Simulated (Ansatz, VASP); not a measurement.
## Ti (Titanium) in two plane-wave programs

Wanted: the spread between two codes on one cell, functional and k mesh. The cell is taken from a series of VASP runs on this material, whose earlier steps may have relaxed, scaled or displaced it; both programs get it as it stands. Valence electrons are named where the data sets of a main pair hold unlike numbers.

Method: plane waves, with VASP 6.6.1 beside it; band structure at PBEsol, in Ansatz 0.2.0.

This is not the structure that Ti takes at ambient pressure and room temperature (hexagonal, No. 194); it is a model or a phase of other conditions.

### 1. Starting point

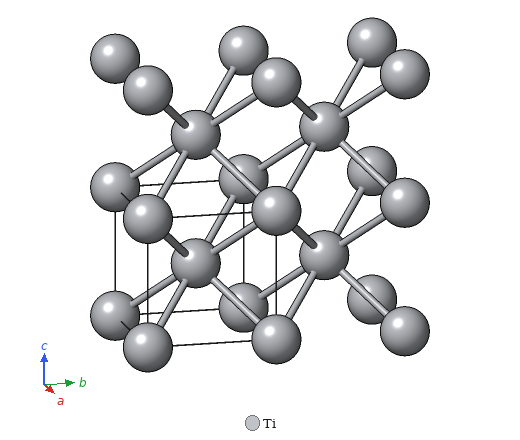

Start, viewed slightly off an axis; titanium light grey. 1×2×2 cells are drawn. This picture shows the conventional cell, with its axes. Some periodic images of atoms are drawn too.

Coordinates:

```xyz
1
Lattice="-1.6836 1.6836 1.6836 1.6836 -1.6836 1.6836 1.6836 1.6836 -1.6836" Properties=species:S:1:pos:R:3 pbc="T T T"
Ti    0.0000    0.0000    0.0000
```

### 2. VASP: band structure, PBEsol

With cell and atoms fixed, the geometry can't cause a difference; cores, projectors, grids and the points listed under the comparison can.

Lines of VASP's logs that name or quote its potential files are left out, and so is its time.

INCAR

```
SYSTEM = Ti
PREC = Accurate
ENCUT = 400
EDIFF = 1E-06
NELM = 100
ISMEAR = -1
SIGMA = 0.05
LREAL = .FALSE.
ALGO = Normal
GGA = PS
NBANDS = 17
LASPH = .TRUE.
LORBIT = 11
LWAVE = .FALSE.
LCHARG = .FALSE.
KPAR = 2
```

POSCAR

```
Ti
1.0
   -1.6836423171      1.6836423171      1.6836423171
    1.6836423171     -1.6836423171      1.6836423171
    1.6836423171      1.6836423171     -1.6836423171
Ti
1
Direct
    0.0000000000      0.0000000000      0.0000000000
```

KPOINTS

```
Automatic mesh
0
Gamma
16 16 16
0 0 0
```

KPOINTS_OPT

```
Line mode
16
Line-mode
Reciprocal
  0.00000000   0.00000000   0.00000000 GAMMA
  0.50000000  -0.50000000   0.50000000 H

  0.50000000  -0.50000000   0.50000000 H
  0.00000000   0.00000000   0.50000000 N

  0.00000000   0.00000000   0.50000000 N
  0.00000000   0.00000000   0.00000000 GAMMA

  0.00000000   0.00000000   0.00000000 GAMMA
  0.25000000   0.25000000   0.25000000 P

  0.25000000   0.25000000   0.25000000 P
  0.50000000  -0.50000000   0.50000000 H

  0.25000000   0.25000000   0.25000000 P
  0.00000000   0.00000000   0.50000000 N
```

PAW data sets: Ti_sv (PBE family, release 64).

Launch:

```bash
$ mpirun -np 2 vasp_std
```

Numbers of over 12 decimals in the logs are rounded to 6 here.

The log of the run:

```text
[banner, memory and clock lines left out]
running    2 mpi-ranks, on    1 nodes
 distrk:  each k-point on    1 cores,    2 groups
 distr:  one band on    1 cores,    1 groups

 POSCAR found type information on POSCAR Ti
 POSCAR found :  1 types and       1 ions
|                                                                             |
|               ----> ADVICE to this user running VASP <----                  |
|                                                                             |
|     You enforced a specific xc type in the INCAR file but a different       |
|     [... a line on the potential file left out ...]
|     I HOPE YOU KNOW WHAT YOU ARE DOING!                                     |
|                                                                             |

 LDA part: xc-table for (Slater+PW92), standard interpolation
 POSCAR, INCAR and KPOINTS ok, starting setup
 FFT: planning ... GRIDC
 FFT: planning ... GRID_SOFT
 FFT: planning ... GRID
 WAVECAR not read
 entering main loop
       N       E                     dE             d eps       ncg     rms          rms(c)
DAV:   1     0.802889709187E+02    0.80289E+02   -0.49465E+03  5018   0.700E+02
DAV:   2    -0.594304327903E+01   -0.86232E+02   -0.82555E+02  5297   0.209E+02
DAV:   3    -0.944204172085E+01   -0.34990E+01   -0.34736E+01  5633   0.449E+01
DAV:   4    -0.949944924324E+01   -0.57408E-01   -0.57369E-01  5793   0.553E+00
DAV:   5    -0.950035768625E+01   -0.90844E-03   -0.90841E-03  5548   0.626E-01    0.810E+00
DAV:   6    -0.812586736590E+01    0.13745E+01   -0.18805E+00  5112   0.176E+01    0.172E+00
DAV:   7    -0.812246913375E+01    0.33982E-02   -0.91345E-02  5796   0.177E+00    0.124E+00
DAV:   8    -0.812685501183E+01   -0.43859E-02   -0.43080E-02  5070   0.212E+00    0.288E-01
DAV:   9    -0.812558503362E+01    0.12700E-02   -0.31111E-03  5773   0.664E-01    0.820E-02
DAV:  10    -0.812569267700E+01   -0.10764E-03   -0.22773E-04  5400   0.115E-01    0.112E-02
DAV:  11    -0.812569301139E+01   -0.33438E-06   -0.10863E-05  5984   0.263E-02    0.784E-03
DAV:  12    -0.812569291759E+01    0.93801E-07   -0.19813E-06  6334   0.128E-02
   1 F= -.81256929E+01 E0= -.81147049E+01  d E =-.219760E-01
 Start KPOINTS_OPT (optional k-point list driver)
k-point batch [1-96\96]
       N       E                     dE             ncg
DAV:   1    -0.125539342503E+05   -0.49921E+05     3320
DAV:   2    -0.210791634955E+05   -0.85252E+04     3525
DAV:   3    -0.214283582999E+05   -0.34919E+03     3809
DAV:   4    -0.214337834569E+05   -0.54252E+01     3910
DAV:   5    -0.214338819552E+05   -0.98498E-01     3683
DAV:   6    -0.214338844233E+05   -0.24681E-02     3924
DAV:   7    -0.214338845030E+05   -0.79732E-04     3669
DAV:   8    -0.214338845058E+05   -0.27621E-05     2905
DAV:   9    -0.214338845059E+05   -0.13916E-06     2018
```

Parts of OUTCAR (step 2):

```text
ion  position               nearest neighbor table
   1  0.000  0.000  0.000-

  LATTYP: Found a body centered cubic cell.
 ALAT       =     3.3672846342

 Subroutine GETGRP returns: Found 48 space group operations
 (whereof 48 operations were pure point group operations)

The static configuration has the point symmetry O_h .

 Found    145 irreducible k-points:

   k-points           NKPTS =    145   k-points in BZ     NKDIM =    145   number of bands    NBANDS=     17

   dimension x,y,z NGX =    20 NGY =   20 NGZ =   20
   dimension x,y,z NGXF=    40 NGYF=   40 NGZF=   40

   ENCUT  =  400.0 eV  29.40 Ry    5.42 a.u.   4.76  4.76  4.76*2*pi/ulx,y,z

   NELECT =      12.0000    total number of electrons

 k-points in reciprocal lattice and weights: Automatic mesh
   0.00000000  0.00000000  0.00000000       0.000
   0.06250000  0.00000000  0.00000000       0.003
   0.12500000  0.00000000  0.00000000       0.003
   0.18750000  0.00000000  0.00000000       0.003
   0.25000000  0.00000000  0.00000000       0.003
   0.31250000  0.00000000  0.00000000       0.003
   0.37500000  0.00000000  0.00000000       0.003
   0.43750000  0.00000000  0.00000000       0.003
   0.50000000  0.00000000  0.00000000       0.001
[...]
0.50000000  0.50000000  0.43750000       0.003
   0.50000000  0.50000000  0.50000000       0.000

 average (electrostatic) potential at core
       1 -73.4168

 E-fermi :   7.0218

 k-point     1 :       0.0000    0.0000    0.0000
  band No.  band energies     occupation
      1     -49.4603      2.00000
      2     -25.5127      2.00000
      3     -25.5127      2.00000
      4     -25.5127      2.00000
      5       1.3045      2.00000
      6       7.9182      0.00000
      7       7.9182      0.00000
      8       7.9182      0.00000
      9       9.4918      0.00000
     10       9.4918      0.00000
    ...

 k-point     2 :       0.0625    0.0000    0.0000
  band No.  band energies     occupation
      1     -49.4561      2.00000
      2     -25.5324      2.00000
      3     -25.5189      2.00000
      4     -25.5128      2.00000
      5       1.4298      2.00000
      6       7.8652      0.00000
      7       7.9043      0.00000
      8       8.0047      0.00000
      9       9.4315      0.00000
     10       9.4960      0.00000
    ...

 k-point     3 :       0.1250    0.0000    0.0000
  band No.  band energies     occupation
      1     -49.4462      2.00000
      2     -25.5881      2.00000
      3     -25.5366      2.00000
      4     -25.5130      2.00000
      5       1.7884      2.00000
      6       7.7175      0.00000
      7       7.8375      0.00000
      8       8.2566      0.00000
      9       9.3010      0.00000
     10       9.5083      0.00000
    ...

  Total       -1.5926120     -1.5926120     -1.5926120     -0.0000000     -0.0000000     -0.0000000
  in kB     -133.6629571   -133.6629571   -133.6629571     -0.0000000     -0.0000000     -0.0000000
  external PRESSURE =    -133.6629571 kB  Pullay stress =       0.0000000 kB

  energy-cutoff  :      400.00
  volume of cell :       19.09
      direct lattice vectors                 reciprocal lattice vectors
    -1.683642317  1.683642317  1.683642317     0.000000000  0.296975192  0.296975192
     1.683642317 -1.683642317  1.683642317     0.296975192  0.000000000  0.296975192
     1.683642317  1.683642317 -1.683642317     0.296975192  0.296975192  0.000000000

 POSITION                                       TOTAL-FORCE (eV/Angst)
 -----------------------------------------------------------------------------------
      0.00000      0.00000      0.00000         0.000000     -0.000000      0.000000
 -----------------------------------------------------------------------------------
    total drift:                               -0.000000     -0.000000      0.000000

  FREE ENERGIE OF THE ION-ELECTRON SYSTEM (eV)
  ---------------------------------------------------
  free  energy   TOTEN  =        -8.1256929176 eV

  energy  without entropy=       -8.1037168754  energy(sigma->0) =       -8.11470490

 total charge
# of ion       s       p       d       tot
------------------------------------------
    1        2.225   6.095   1.845  10.165

[... 3 further parts left out ...]
```

The PAW data sets were made with PBE, which is usual practice but a small mismatch for other functionals.

### 3. Ansatz: band structure, PBEsol

Ansatz runs on its default PAW (the set named soft_2) files.

The same cell, functional, mesh and smearing now go to Ansatz, which takes its cutoff from its data sets.

input.yaml

```yaml
crystal:
  lattice:
    - [-1.6836423171, 1.6836423171, 1.6836423171]
    - [1.6836423171, -1.6836423171, 1.6836423171]
    - [1.6836423171, 1.6836423171, -1.6836423171]
  atoms:
    - { symbol: Ti, position: [0.0, 0.0, 0.0] }
hamiltonian:
  xc: pbesol
  pseudopotentials: { kind: paw }
kpoints:
  mp_grid: { grid: [16, 16, 16] }
  band_path:
    path:
      - [0.0, 0.0, 0.0]
      - [0.1, -0.1, 0.1]
      - [0.2, -0.2, 0.2]
      - [0.3, -0.3, 0.3]
      - [0.43333, -0.43333, 0.43333]
      - [0.5, -0.5, 0.5]
      - [0.4, -0.4, 0.5]
      - [0.3, -0.3, 0.5]
      - [0.16667, -0.16667, 0.5]
      - [0.06667, -0.06667, 0.5]
      - [0.0, 0.0, 0.5]
      - [0.0, 0.0, 0.36667]
      - [0.0, 0.0, 0.26667]
      - [0.0, 0.0, 0.16667]
      - [0.0, 0.0, 0.06667]
      - [0.01667, 0.01667, 0.01667]
      - [0.06667, 0.06667, 0.06667]
      - [0.11667, 0.11667, 0.11667]
      - [0.16667, 0.16667, 0.16667]
      - [0.23333, 0.23333, 0.23333]
      - [0.26667, 0.2, 0.26667]
      - [0.31667, 0.05, 0.31667]
      - [0.38333, -0.15, 0.38333]
      - [0.43333, -0.3, 0.43333]
      - [0.48333, -0.45, 0.48333]
      - [0.23333, 0.23333, 0.26667]
      - [0.16667, 0.16667, 0.33333]
      - [0.11667, 0.11667, 0.38333]
      - [0.06667, 0.06667, 0.43333]
      - [0.0, 0.0, 0.5]
    npoints: 1
scf:
  occupations: { method: fermi_dirac, width: 0.05 }
  n_extra_bands: 6
output:
  forces: true
  stress: true
  eigenvalues: true
```

Launch:

```bash
$ ansatz run input.yaml --threads 2 --pin off --max-ram 4608MiB --backend cpu --events-out ev --progress --plain --runs-dir out
```

The log of the run:

```text
scf.n_extra_bands = 6 over 6 filled bands (N_el = 12.0): the run solves 12 bands
Engine: ansatz 0.2.0, aarch64-unknown-linux-gnu
Pseudopotentials: kind: paw
Pseudopotential: Ti, paw, valence charge 12, recommended cutoff 420 eV (normal), Ti.paw.azcp
Functional definition: PBEsol
  exchange = pbesol_x
  correlation = pbesol_c
Crystal: 1 atoms, lattice volume = 19.090 Å³
Basis set: ecut = 420 eV, 369 PW (Γ), exchange–correlation on 40×40×40 points (8 copies of the dense FFT grid, shifted against one another)
Bands: 12, of which v1, the nominal top of the filled ones, is band 6 counted from 1 (5 counted from 0)
Symmetry: 48 space group operations
Space group: Im-3m (ITA 229), of the structure as read, at distance tolerance 2.7e-5 Å
k-points: 145 of 4096
Non-local potential: Ti, projectors of the file, l = 0: 3, l = 1: 2, l = 2: 3, l = 3: 1
PAW form: soft (Blöchl's): semilocal exchange-correlation on the pseudo side does not see the compensation charge
PAW frozen core: Ti, regenerated for the run's functional, and the local potential with it (the file was generated under x = pbe(κ = 0.804, μ = 0.219515), c = pbe(β = 0.066725))
PAW one-centre angular grid: Ti, 590 points (default); XC on 64 Gauss nodes
Initial density: superposition of atomic densities (neutral atoms: chi_scale 0, normalization atom), corrected by the library's trained network
Initial wavefunctions: pseudopotential atomic-orbital guess
Functional: x = pbesol(κ = 0.804, μ = 0.123457), c = pbesol(β = 0.046)
SCF iter   1: F=—  HF=-2473.690101 eV  |F-HF|=—  |Δ(HF+E_count)|=         —  Δρ=4.40e-3  dr2=2.12e-3  ethr=1.77e-3  ⟨swp⟩=4.8  Hψ=8710  notcnv=0
preconditioner: auto → none  [metal: Δε(μ)=0.006 eV  Ē_g=6.601 eV  σ=0.050 eV  W_gap=0.03  n_scr=0 (ndim 8)  ℏωp=17.0 eV  f_vac=0.000  D(μ)=2.68/eV (n_scr^D=42)]
SCF iter   2: F=—  HF=-2473.689277 eV  |F-HF|=—  |Δ(HF+E_count)|=   8.24e-4  Δρ=1.68e-3  dr2=2.96e-4  ethr=1.77e-5  ⟨swp⟩=2.1  Hψ=3462  notcnv=0  defer=80
SCF iter   3: F=—  HF=-2473.689235 eV  |F-HF|=—  |Δ(HF+E_count)|=   4.16e-5  Δρ=1.92e-4  dr2=5.68e-6  ethr=2.47e-6  ⟨swp⟩=2.7  Hψ=2503  notcnv=0  defer=80
SCF iter   4: F=—  HF=-2473.689234 eV  |F-HF|=—  |Δ(HF+E_count)|=   7.65e-7  Δρ=5.02e-5  dr2=4.71e-7  ethr=4.73e-8  ⟨swp⟩=2.7  Hψ=2423  notcnv=0  defer=80
iter 5 did not close the SCF: its close was put off for the readings that it lacked (scf_convergence_deferred on its scf_iter line)
SCF iter   5: F=-2473.689234 eV  HF=-2473.689234 eV  |F-HF|=3.15e-8  |Δ(HF+E_count)|=   1.16e-7  Δρ=1.37e-5  dr2=3.91e-8  ethr=3.93e-9  ⟨swp⟩=1.8  Hψ=1743  notcnv=0  defer=80
SCF iter   6: F=-2473.689234 eV  HF=-2473.689234 eV  |F-HF|=1.93e-10  |Δ(HF+E_count)|=   1.14e-8  Δρ=1.07e-6  dr2=2.28e-10  ethr=3.26e-10  ⟨swp⟩=4.3  Hψ=6444  notcnv=0
SCF 1 converged in 6 iterations: F = -2473.689234 eV  dr2 = 2.28e-10
  greatest PAW one-centre occupation: 0.999 electrons in one spin orbital (limit 2), on the Ti atom at site 0 (counted from 0), in its partial waves of l = 0
NSCF: frozen V_eff on 30 k-points
SCF converged after 6 iterations
Free energy (F): -2473.689234 eV
Harris-Foulkes:  -2473.689234 eV  (|F-HF|=1.93e-10)
Internal energy: -2473.667255 eV  (E = F + TS)
E sigma→0 (E₀):  -2473.678245 eV
Entropy (-TS):   -0.021979 eV (-21.979 meV/atom)
Fermi energy:    11.593750 eV
--- Per-component energies (eV) ---
  E_band       = -175.240879
  E_kinetic    = 269.940346
  E_local      = -865.210051  (includes V_loc(G=0)·N_el)
  E_nonlocal   = 9.548420
  E_hartree    = 350.387540
  E_xc         = -95.687837
  E_vxc        = -120.153169  (∫ρ·V_xc dr)
  E_paw        = -1022.278649  (= ΣΔE_a)
  E_vpaw       = -170.142170  (= ΣTr[D̂ρ^β])
  E_aug_tail   = 0.000101  (compensation charges beyond the density's cutoff)
  E_ewald      = -1120.506508
  E_core_change = 0.139384  (= ΣΔE_core)
  E_smearing   = -0.021979  (= −TS)
  E_closure    = 0.000000  (closes the sum)
  Σ components = -2473.689234   (vs F -2473.689234, Δ=0.00e0)
--- Forces (eV/Å), atoms counted from 1 ---
  atom   1  Ti    -0.00000000     0.00000000    -0.00000000
  max |Σ_I F_I| component: 5.75e-32 eV/Å
--- Stress (GPa, compression-positive) ---
      -12.672234      -0.000000       0.000000
        0.000000     -12.672234      -0.000000
       -0.000000       0.000000     -12.672234
  P = ⅓ Tr σ = -12.6722 GPa (-126.722 kbar)
--- Band table (eV; the first three rows and the last of 145) ---
  k-point 0: bands = [... 2 lower, -20.9163, -20.9163, 5.8633, 12.4952, 12.4952, 12.4952, 14.0740, 14.0740, ... 2 higher]
  k-point 1: bands = [... 2 lower, -20.9225, -20.9163, 5.9861, 12.4418, 12.4808, 12.5815, 14.0127, 14.0773, ... 2 higher]
  k-point 2: bands = [... 2 lower, -20.9402, -20.9166, 6.3453, 12.2935, 12.4137, 12.8341, 13.8815, 14.0896, ... 2 higher]
  k-point 144: bands = [... 2 lower, -21.2668, -21.2668, 9.7823, 9.7823, 15.0969, 15.0969, 15.0969, 19.2118, ... 2 higher]
```

The job ended after 1.4 s (2 threads of Arm Neoverse V1, shared host; peak memory 0.29 GiB; 2.6 s of CPU time).

### 4. Comparison

Known differences besides the potentials themselves: the cutoff is 420 eV in Ansatz and 400 eV in VASP; Ansatz makes its cores anew for this functional, VASP keeps those of its PBE data sets. Total energies have different zeros and are not compared.

The two programs side by side:

```tsv
quantity	Ansatz	VASP	difference
pressure (GPa)	-12.67	-13.37	+0.69
```

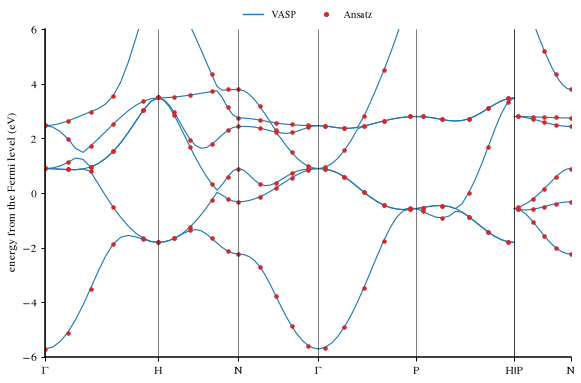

Bands from VASP (lines) and levels from Ansatz (dots). Dots without a line are higher empty bands that the VASP plot leaves out.

Levels from 3 eV below to 2 eV above the Fermi level differ by 4 meV r.m.s. and 9 meV at most; each VASP level is matched to the nearest of Ansatz, which flatters the figure a little.

### 5. Summary of results

```json
{
 "r.m.s. difference of levels near the Fermi level (band structure, PBEsol)": "4.0 meV",
 "difference in pressure (band structure, PBEsol)": "0.69 GPa"
}
```

The difference in pressure is 0.69 GPa (band structure, PBEsol), within the 1 GPa picked in this series as the mark of a large difference. How closely two codes agree says nothing of how well the functional describes the real material.

[Lines on the potential files, build, host, timing and source positions are cut from VASP's logs without a mark.]

[Logs are printed without paths, hosts, clocks, repeated set-up lines and the standing remarks that a program may print on its own settings, such as how far it seeks lower states.]

[Hosts, paths, dates, database ids (printed as entryN), source tags and the programs' standing remarks are cut or masked in the printed files.]
